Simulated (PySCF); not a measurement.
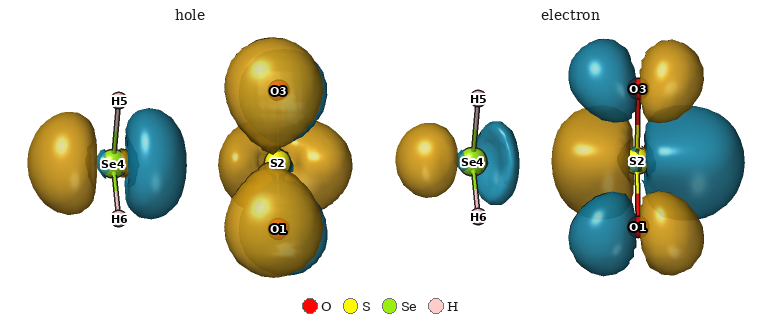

Figure. H2O2SSe, SMILES `O=S=O.[SeH2]`. Leading natural transition orbital pair of S₁ (TDA singlet states); the surfaces enclose about 85 % of each orbital's density.

Level of theory: CAM-B3LYP/def2-SVP (PySCF), at a geometry from GFN2-xTB. The pair's geometry is semi-empirical, so its contact may be too short or too long. GFN2-xTB bond lengths at metals and heavier atoms can be off by up to 0.1 Å and shapes distorted, which carries into these values. Without diffuse functions Rydberg states are missing, so the states' numbers hold for this basis only.

### Give its energy and the atoms that hole and electron lie on.

4.16 eV (298 nm), f = 0.098; the leading pair carries 99 %; hole on O1 and O3 (28 % each), S2 (27 %) and Se4 (16 %), electron on S2 (48 %), O1 and O3 (21 % each) and Se4 (8 %); their centroids lie 0.3 Å apart. In canonical orbitals it is mainly HOMO → LUMO (57 %). The HOMO–LUMO gap is 7.46 eV.
